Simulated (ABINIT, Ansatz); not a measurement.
**H3BrO (Cm): G0W0 with ABINIT, start to end**

Aim: the G0W0 gap of H3BrO (Cm) on PBEsol, step by step.

Main program and level: ABINIT 10.8.3; PBEsol and many-body steps on it, plane waves.

## (1) Starting point

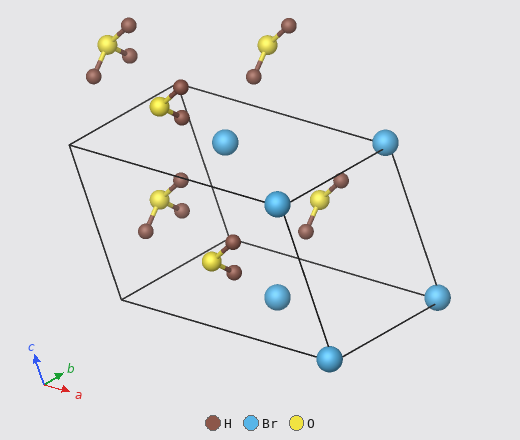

Start, viewed from a free direction; hydrogen brown, bromine blue, oxygen yellow. 1×1×2 cells are drawn. This picture shows the conventional cell, with its axes. Some periodic images of atoms are drawn too.

Coordinates:

```cif
data_structure
_symmetry_space_group_name_H-M 'Cm'
_symmetry_Int_Tables_number 8
_cell_length_a 6.9728
_cell_length_b 4.9524
_cell_length_c 4.4298
_cell_angle_alpha 90.000
_cell_angle_beta 112.768
_cell_angle_gamma 90.000
_cell_volume 141.05
loop_
_atom_site_label
_atom_site_type_symbol
_atom_site_symmetry_multiplicity
_atom_site_Wyckoff_symbol
_atom_site_fract_x
_atom_site_fract_y
_atom_site_fract_z
_atom_site_occupancy
H1 H 2 a 0.68553 0.00000 0.64756 1
H2 H 4 b 0.52469 0.83263 0.31996 1
Br1 Br 2 a 0.98391 0.00000 0.01134 1
O1 O 2 a 0.53976 0.00000 0.46371 1
```

The cell and positions are those that the Materials Project relaxed with its own functionals (PBE, PBE+U or r2SCAN), kept fixed.

## (2) Ground state

This step: ABINIT 10.8.3; DFT, PBEsol, plane waves, norm-conserving pseudopotentials.

The ground-state density comes first.

Input file run.abi:

```
acell 3*1.0 Angstrom
rprim 
  3.486419000000 -2.476209000000 0.000000000000
  3.486419000000 2.476209000000 0.000000000000
  -1.714341000000 -0.000000000000 4.084576000000
ntypat 3
znucl 1 35 8
natom 5
typat 1 1 1 2 3
xred 
  0.314472000000 0.314472000000 0.352441000000
  0.642675000000 0.307942000000 0.680036000000
  0.307942000000 0.642675000000 0.680036000000
  0.016087000000 0.016087000000 0.988660000000
  0.460242000000 0.460242000000 0.536286000000
pp_dirpath "pseudos"
pseudos "H.upf, Br.upf, O.upf"
ecut 36
ngkpt 6 6 6
nshiftk 1
shiftk 0 0 0
kptopt 1
chksymbreak 0
nband 14
occopt 1
tolvrs 1e-10
nstep 60
prtwf 0
optforces 0
optstress 0
indata_prefix "in"
outdata_prefix "out"
tmpdata_prefix "tmp"
```

Command:

```bash
> OMP_NUM_THREADS=1 mpirun -n 4 abinit run.abi > log
```

Numbers of over 12 decimals in the logs are rounded to 6 here.

The log of the run:

```text
.Version 10.8.3 of ABINIT. v10.8.2 released Aug 2026.

 Symmetries : space group Cm (#  8); Bravais mC (1-face-center monocl.)
================================================================================
 Values of the parameters that define the memory need of the present run
     intxc =       0    ionmov =       0      iscf =       7    lmnmax =       6
     lnmax =       6     mgfft =      48  mpssoang =       3    mqgrid =    3001
     natom =       5  nloc_mem =       1    nspden =       1   nspinor =       1
    nsppol =       1      nsym =       2    n1xccc =    2501    ntypat =       3
    occopt =       1   xclevel =       2
-    mband =          14        mffmem =           1         mkmem =          17
       mpw =        4936          nfft =       97200          nkpt =          68
================================================================================
  Rough estimation (10% accuracy) of disk space for files :
================================================================================

--------------------------------------------------------------------------------
------------- Echo of variables that govern the present computation ------------
--------------------------------------------------------------------------------
 -outvars: echo values of preprocessed input variables --------
            acell      1.8897261259E+00  1.8897261259E+00  1.8897261259E+00 Bohr

      chksymbreak           0
             ecut      3.60000000E+01 Hartree
-          fftalg         312

              ixc     -116133
              kpt      0.00000000E+00  0.00000000E+00  0.00000000E+00
                       1.66666667E-01  0.00000000E+00  0.00000000E+00
                       3.33333333E-01  0.00000000E+00  0.00000000E+00
                       5.00000000E-01  0.00000000E+00  0.00000000E+00
                       1.66666667E-01  1.66666667E-01  0.00000000E+00
                       3.33333333E-01  1.66666667E-01  0.00000000E+00
                       5.00000000E-01  1.66666667E-01  0.00000000E+00
                      -3.33333333E-01  1.66666667E-01  0.00000000E+00
                      -1.66666667E-01  1.66666667E-01  0.00000000E+00
   [... 39 further rows ...]
                      -1.66666667E-01  3.33333333E-01  3.33333333E-01
                       5.00000000E-01  5.00000000E-01  3.33333333E-01
                       outvar_i_n : Printing only first  50 k-points.
         kptrlatt        6    0    0      0    6    0      0    0    6
          kptrlen      4.84861974E+01
P           mkmem          17
            natom           5
            nband          14
            ngfft          45      45      48
             nkpt          68
            nstep          60
             nsym           2
           ntypat           3
              occ      2.000000  2.000000  2.000000  2.000000  2.000000  2.000000
                       2.000000  2.000000  0.000000  0.000000  0.000000  0.000000
                       0.000000  0.000000
        optforces           0
        optstress           0
            prtwf           0
            rprim      3.4864190000E+00 -2.4762090000E+00  0.0000000000E+00
[...]
spgroup           8

           tolvrs      1.00000000E-10

             xred      3.1447200000E-01  3.1447200000E-01  3.5244100000E-01
[...]
znucl        1.00000   35.00000    8.00000

================================================================================

 chkinp: Checking input parameters for consistency.

================================================================================
== DATASET  1 ==================================================================
-   mpi_nproc: 4, omp_nthreads: 1 (-1 if OMP is not activated)

--- !DatasetInfo
iteration_state: {dtset: 1, }
dimensions: {natom: 5, nkpt: 68, mband: 14, nsppol: 1, nspinor: 1, nspden: 1, mpw: 4936, }
cutoff_energies: {ecut:  36.0, pawecutdg:  -1.0, }
electrons: {nelect:   1.60000000E+01, charge:   0.00000000E+00, occopt:   1.00000000E+00, tsmear:   1.00000000E-02, }

 Real(R)+Recip(G) space primitive vectors, cartesian coordinates (Bohr,Bohr^-1):
 R(1)=  6.5883771 -4.6793568  0.0000000  G(1)=  0.0758912 -0.1068523  0.0318524
 R(2)=  6.5883771  4.6793568  0.0000000  G(2)=  0.0758912  0.1068523  0.0318524
 R(3)= -3.2396350  0.0000000  7.7187300  G(3)=  0.0000000  0.0000000  0.1295550
 Unit cell volume ucvol=  4.7592712E+02 bohr^3
 Angles (23,13,12)=  1.08392306E+02  1.08392306E+02  7.07681090E+01 degrees

 getcut: wavevector=  0.0000  0.0000  0.0000  ngfft=  45  45  48
         ecut(hartree)=     36.000   => boxcut(ratio)=   2.01608

--- Pseudopotential description ------------------------------------------------
- H Generated using ONCVPSP code by D. R. Hamann
-  1.00000   1.00000  180301                  znucl, zion, pspdat
12 -116133 1 -1 1180                          pspcod,pspxc,lmax,lloc,mmax
     nproj     2     1     0
  pspatm : epsatm=    0.35585368
         --- l  ekb(1:nproj) -->
[...]
1   -0.494138
 pspatm: atomic psp has been read  and splines computed

- Br Generated using ONCVPSP code by D. R. Hamann
- 35.00000   7.00000  180301                  znucl, zion, pspdat
12 -116133 2 -1 1098                          pspcod,pspxc,lmax,lloc,mmax
     nproj     2     2     2
  pspatm : epsatm=   10.94932683
         --- l  ekb(1:nproj) -->
[...]
pspatm: atomic psp has been read  and splines computed

- O Generated using ONCVPSP code by D. R. Hamann
-  8.00000   6.00000  180301                  znucl, zion, pspdat
12 -116133 2 -1 936                           pspcod,pspxc,lmax,lloc,mmax
     nproj     2     2     1
  pspatm : epsatm=    6.22910120
         --- l  ekb(1:nproj) -->
[...]
2   -1.335834
 pspatm: atomic psp has been read  and splines computed

   2.91935825E+02                                ecore*ucvol(ha*bohr**3)
--------------------------------------------------------------------------------

_setup2: Arith. and geom. avg. npw (full set) are    4910.088    4910.075

================================================================================

--- !BeginCycle
iteration_state: {dtset: 1, }
solver: {iscf: 7, nstep: 60, nline: 4, wfoptalg: 0, }
tolerances: {tolvrs: 1.00E-10, }

     iter   Etot(hartree)      deltaE(h)  residm     vres2
 ETOT  1  -33.906429771979    -3.391E+01 6.136E-02 2.380E+02
 ETOT  2  -33.936753844047    -3.032E-02 2.978E-02 2.025E+02
 ETOT  3  -33.997235400139    -6.048E-02 1.737E-03 9.298E+00
 ETOT  4  -33.998547634520    -1.312E-03 1.036E-03 4.764E-01
 ETOT  5  -33.998586211421    -3.858E-05 7.763E-05 2.796E-02
 ETOT  6  -33.998588549129    -2.338E-06 8.503E-05 2.519E-03
 ETOT  7  -33.998588717021    -1.679E-07 1.964E-05 6.976E-05
 ETOT  8  -33.998588718635    -1.614E-09 1.919E-05 3.741E-06
 ETOT  9  -33.998588718792    -1.565E-10 4.955E-06 2.675E-07
 ETOT 10  -33.998588718803    -1.115E-11 4.775E-06 1.103E-08
 ETOT 11  -33.998588718804    -8.740E-13 1.249E-06 6.912E-10
 ETOT 12  -33.998588718804    -1.421E-13 1.194E-06 7.529E-11

 At SCF step   12       vres2   =  7.53E-11 < tolvrs=  1.00E-10 =>converged.

--- !ResultsGS
iteration_state: {dtset: 1, }
comment   : Summary of ground state results
lattice_vectors:
- [  6.5883771,  -4.6793568,   0.0000000, ]
- [  6.5883771,   4.6793568,   0.0000000, ]
- [ -3.2396350,  -0.0000000,   7.7187300, ]
lattice_lengths: [   8.08103,    8.08103,    8.37102, ]
lattice_angles: [108.392, 108.392,  70.768, ] # degrees, (23, 13, 12)
lattice_volume:   4.7592712E+02
convergence: {deltae: -1.421E-13, res2:  7.529E-11, residm:  1.194E-06, diffor:  0.000E+00, }
etotal    :  -3.39985887E+01
entropy   :   0.00000000E+00
fermie    :  -5.54995185E-02
cartesian_stress_tensor: null
pressure_GPa: null
xred      :
- [  3.1447E-01,   3.1447E-01,   3.5244E-01,  H]
- [  6.4268E-01,   3.0794E-01,   6.8004E-01,  H]
- [  3.0794E-01,   6.4268E-01,   6.8004E-01,  H]
- [  1.6087E-02,   1.6087E-02,   9.8866E-01, Br]
- [  4.6024E-01,   4.6024E-01,   5.3629E-01,  O]
cartesian_forces: null
force_length_stats: {min: null, max: null, mean: null, }

 Integrated electronic density in atomic spheres:
 ------------------------------------------------
 Atom  Sphere_radius  Integrated_density
[...]
================================================================================

 ----iterations are completed or convergence reached----

 Mean square residual over all n,k,spin=   15.477E-10; max=  11.942E-07
 reduced coordinates (array xred) for    5 atoms
       0.314472000000      0.314472000000      0.352441000000
       0.642675000000      0.307942000000      0.680036000000
       0.307942000000      0.642675000000      0.680036000000
       0.016087000000      0.016087000000      0.988660000000
       0.460242000000      0.460242000000      0.536286000000
 rms dE/dt=  0.0000E+00; max dE/dt=  0.0000E+00; dE/dt below (all hartree)
    1       0.000000000000      0.000000000000      0.000000000000
    2       0.000000000000      0.000000000000      0.000000000000
    3       0.000000000000      0.000000000000      0.000000000000
    4       0.000000000000      0.000000000000      0.000000000000
    5       0.000000000000      0.000000000000      0.000000000000

 cartesian coordinates (angstrom) at end:
    1      1.588558     0.000000     1.439572
    2      2.148436    -0.828869     2.777659
    3      2.148436     0.828869     2.777659
    4     -1.582728     0.000000     4.038257
    5      2.289816    -0.000000     2.190501
 length scales=  1.889726125908  1.889726125908  1.889726125908 bohr
              =  1.000000000000  1.000000000000  1.000000000000 angstroms
 prteigrs : about to open file out_EIG
 Fermi (or HOMO) energy (hartree) =  -0.05550   Average Vxc (hartree)=  -0.27912
 Eigenvalues (hartree) for nkpt=  68  k points:
 kpt#   1, nband= 14, wtk=  0.00463, kpt=  0.0000  0.0000  0.0000 (reduced coord)
  -0.83996   -0.52283   -0.36854   -0.36551   -0.19685   -0.07732   -0.07350   -0.05550
   0.10297    0.24547    0.25910    0.28218    0.29215    0.37403
 prteigrs : prtvol=0 or 1, do not print more k-points.

--- !EnergyTerms
iteration_state     : {dtset: 1, }
comment             : Components of total free energy in Hartree
kinetic             :  1.70830989888852E+01
hartree             :  1.05644077993640E+01
xc                  : -1.02755040061974E+01
Ewald energy        : -1.82828003850878E+01
psp_core            :  6.13404470089383E-01
local_psp           : -3.30141139803362E+01
non_local_psp       : -6.87081605520936E-01
total_energy        : -3.39985887188037E+01
total_energy_eV     : -9.25148729445621E+02
band_energy         : -5.09912041066246E+00

== END DATASET(S) ==============================================================
================================================================================

 -outvars: echo values of variables after computation  --------
           etotal     -3.3998588719E+01
            nband          14
             nkpt          68
          spgroup           8
 [... the other variables as echoed above ...]

 Calculation completed.
```

The job ended after 75 s (4 MPI ranks of Intel Xeon Platinum 8175M at 2.50GHz (Skylake/Cascade Lake), shared host; peak memory 0.42 GiB; 5 min of CPU time).

Numbers from this step:

| Quantity | Value |
| --- | --- |
| total energy | -925.1487 eV |
| gap | 4.312 eV |
| k of the valence top | 0, 0, 0 |
| k of the conduction bottom | 0, 0, 0 |
| least direct gap | 4.312 eV |

The gap is direct, at Γ.

(Part 1 of 3 ends here.)

[Paths, hosts, dates, memory and timing lines, banners, echoed tables and standing remarks are left out of the program output.]

[Logs are printed without paths, hosts, clocks, repeated set-up lines and the standing remarks that a program may print on its own settings, such as how far it seeks lower states.]

[Runs of the session that timed out or met a known fault of the program may be left out.]

[Hosts, paths, dates, database ids (printed as entryN), source tags and the programs' standing remarks are cut or masked in the printed files.]

[G0W0 gaps are taken among the corrected bands and points alone; a level outside them can change the order at an edge.]

[Where Ansatz stands beside ABINIT at settings called matched, ABINIT's density can come from a denser mesh and the files from another edition; pairs whose starting gaps differed by over 0.03 eV were left out, so agreement reads better than it is.]
